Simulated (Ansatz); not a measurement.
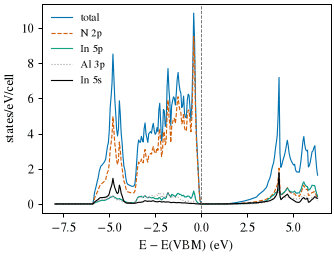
Figure: Total and projected density of states of AlInN2 (chalcopyrite, I-42d), PBEsol (plane waves, PAW; program Ansatz)

Task: Which orbitals carry the states next to the gap?

Result: Top 1 eV of the valence band: N 2p 87 %, In 5p 7 %. Bottom 1 eV of the conduction band: N 2s 29 %, N 2p 28 %, In 5s 23 %, Al 3s 8 %, In 5p 7 %. Projections are on Löwdin-orthogonalised atomic valence shells; empty p or d shells of many metals are not among them.

Task: Where is the tallest occupied peak in this window, and what makes it?

Result: Near -0.4 eV, about 11 states/eV per cell; the largest projected share is N 2p.

The workflow started from a Materials Project entry (that database holds measured and hypothetical structures alike); the Crystallography Open Database copy checked does not list it. Whether it is the stable phase at ambient conditions was not checked. The cell was relaxed with PBEsol under the symmetry of its start; whether a distortion lowers the energy is not shown. Spin–orbit coupling is left out wherever it is not named.

Potentials: the later of the program's two PAW sets.
